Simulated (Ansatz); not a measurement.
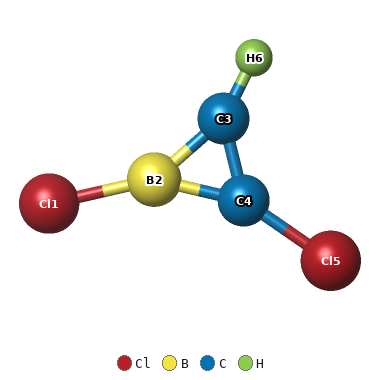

The system is C₂HBCl₂, SMILES ClB1C=C1Cl; the picture shows the reference structure. Coordinates scanned: (1) angle Cl1–B2–C3; (2) angle H6–C3–C4. Nothing is relaxed (all other coordinates rigid). The grid has 15 × 15 points. Points are written as (first, second). All energies are given in eV relative to the relaxed molecule at the same level. The calculation used Ansatz, RKS r2SCAN-D4/def2-SVP.

Its coordinates:

```yaml
atoms:
  - { symbol: Cl, position_ang: [-1.4438, -2.1843, -0.1063] }
  - { symbol: B, position_ang: [-0.4591, -0.7637, -0.0020] }
  - { symbol: C, position_ang: [0.6206, 0.0326, 0.6363] }
  - { symbol: C, position_ang: [-0.0124, 0.5771, -0.4339] }
  - { symbol: Cl, position_ang: [0.0446, 2.0090, -1.3565] }
  - { symbol: H, position_ang: [1.4172, 0.2749, 1.3447] }
```

Range: angle Cl1–B2–C3 from 106.5 to 179.0°; angle H6–C3–C4 from 104.6 to 174.6°.

Question: Predict the map.

Answer: The lowest grid point is at (153.1°, 139.6°), 0.0015 eV from the relaxed molecule at the same level. It is the only kind of minimum in the scanned range. The highest grid point, (106.5°, 104.6°), lies 1.95 eV above the lowest. Round the minimum the two coordinates are weakly coupled (coupling −0.06 in units of the two stiffnesses).

```
angle H6–C3–C4 ↓, angle Cl1–B2–C3 →  106.5  111.7  116.9  122.0  127.2  132.4  137.6  142.7  147.9  153.1  158.3  163.5  168.6  173.8  179.0
                              174.6   1.77   1.47   1.22   1.02   0.86   0.74   0.65   0.59   0.56   0.55   0.58   0.64   0.72   0.84   0.99
                              169.6   1.67   1.37   1.11   0.91   0.74   0.61   0.52   0.45   0.42   0.41   0.44   0.49   0.58   0.69   0.85
                              164.6   1.59   1.28   1.02   0.81   0.64   0.50   0.40   0.34   0.30   0.29   0.32   0.37   0.45   0.57   0.73
                              159.6   1.52   1.20   0.94   0.72   0.55   0.41   0.31   0.24   0.20   0.19   0.21   0.27   0.35   0.47   0.63
                              154.6   1.47   1.14   0.87   0.65   0.47   0.33   0.23   0.16   0.12   0.11   0.13   0.18   0.27   0.39   0.55
                              149.6   1.43   1.10   0.82   0.60   0.42   0.28   0.17   0.10   0.06   0.05   0.07   0.13   0.21   0.34   0.50
                              144.6   1.41   1.07   0.79   0.57   0.38   0.24   0.13   0.06   0.02   0.01   0.04   0.09   0.18   0.31   0.47
                              139.6   1.41   1.07   0.78   0.56   0.37   0.22   0.12   0.05   0.01   0.00   0.03   0.09   0.18   0.31   0.47
                              134.6   1.43   1.08   0.79   0.57   0.38   0.23   0.13   0.06   0.02   0.01   0.04   0.10   0.20   0.33   0.50
                              129.6   1.46   1.11   0.83   0.60   0.41   0.26   0.16   0.09   0.06   0.05   0.09   0.15   0.25   0.38   0.56
                              124.6   1.52   1.17   0.88   0.65   0.46   0.32   0.22   0.15   0.12   0.12   0.15   0.22   0.32   0.46   0.64
                              119.6   1.59   1.24   0.95   0.72   0.54   0.40   0.30   0.24   0.21   0.21   0.25   0.32   0.42   0.57   0.75
                              114.6   1.69   1.34   1.05   0.83   0.64   0.51   0.41   0.35   0.32   0.33   0.37   0.45   0.56   0.70   0.89
                              109.6   1.81   1.46   1.17   0.95   0.77   0.64   0.54   0.49   0.47   0.48   0.52   0.60   0.72   0.87   1.06
                              104.6   1.95   1.60   1.32   1.10   0.93   0.80   0.71   0.66   0.64   0.66   0.71   0.79   0.90   1.06   1.25
```

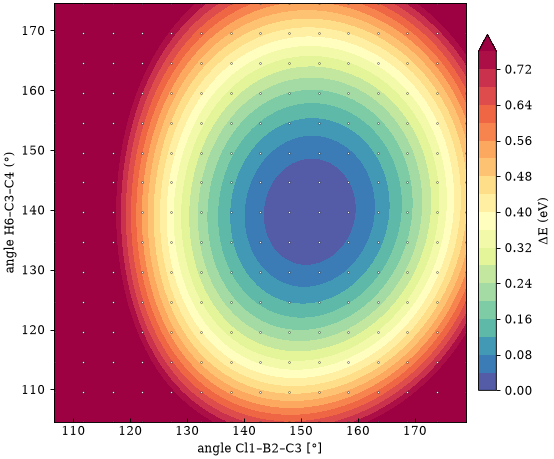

The picture shows filled contours, dots at the grid points, one colour for all values above the top of the scale. Between grid points the surface is interpolated.

Time for the 225 points that were run: 33 min on 1 thread of Arm Neoverse N1 (shared host).
